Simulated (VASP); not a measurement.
Band structure of Sn$_{2}$Si$_{6}$ (ordered alloy cell). These are PBEsol GGA, VASP's PBE PAW potentials (set 64) (plane waves; VASP) values and carry that method's errors.

Unless said otherwise, spin-orbit coupling is left out, though it shifts the bands of the heavy elements here.

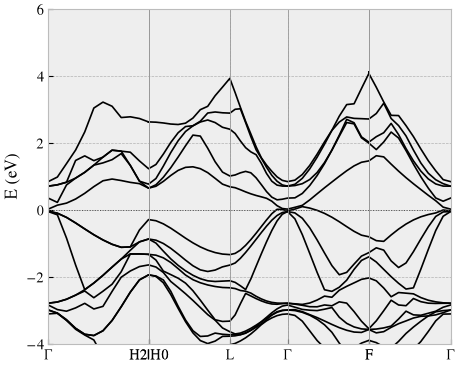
*Bands along high-symmetry lines, zero at the valence-band maximum or, without a gap, the Fermi level*

Q: Read the plot: is there a gap, and where are the band edges?

A: It has no gap at this level: it comes out as a metal or semimetal. (Edges off the drawn lines would not show.)

The structure was generated: Sn2Si6 was put into an ordered model structure (R-3m), which need not be its known phase. It was relaxed first.
